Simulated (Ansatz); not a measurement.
## Pressure series in HfC

The reference is HfC in the rock salt structure (space group Fm-3m, No. 225; a = 4.652 Å).

Cell and atoms are relaxed at each pressure.

Level of theory: plane-wave PAW DFT at the PBE level (Ansatz, a program for electronic structure, 420 eV), scalar-relativistic without spin-orbit coupling.

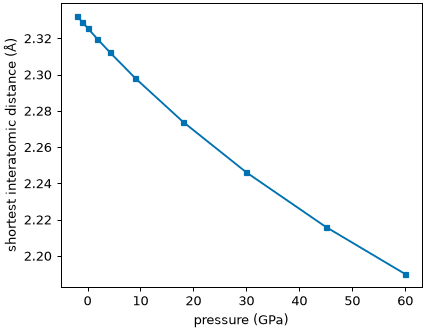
Figure: Shortest interatomic distance against pressure

Task: From the plot, what is the shortest interatomic distance for pressure 4.2 GPa?

Result: About 2.31 Å.

Task: Is the trend monotonic over the range shown?

Result: Yes, it falls throughout, spanning 2.190 Å to 2.332 Å.

Load acts through the strain it causes; cell and atoms are relaxed under it. Whether these cells are dynamically stable was not tested. No other phases were tried under pressure. The final runs are not spin-polarised.
